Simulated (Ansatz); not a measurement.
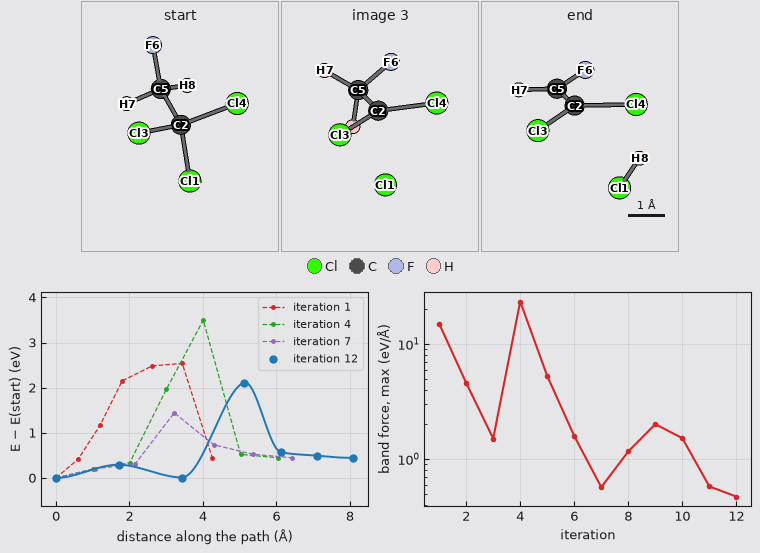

A nudged-elastic-band calculation for C2H2Cl3F. Images are numbered from 0 (start) to 6 (end). The plot follows the band through its iterations. The picture is a ball-and-stick view, seen from a free direction.

Level of theory: RKS BLYP-D4/def2-SVP (Ansatz 0.2.0). Settings: 5 movable images; climbing image; force threshold 0.5 eV/Å; iteration limit 60; starting path through a guess of the saddle point.

> Judge this run.

The run is converged, with reservations. The band converged in 12 iterations. The largest component of the band force went from 15 to 0.47 eV/Å. The climbing image converged on the top of the path. Its curvatures weren't checked. The force threshold is loose. The first iteration put the highest image at 2.54 eV. Forward barrier 2.11 eV, backward barrier 1.66 eV, with image 3 at the top; the reaction energy is +0.45 eV. The profile has 2 maxima (images 1, 3) with a dip at image 2 (+0.01 eV), so the process runs in steps.

The run took 110 s on 2 threads of Arm Neoverse V2, with other jobs on the host, peak memory 0.15 GiB.
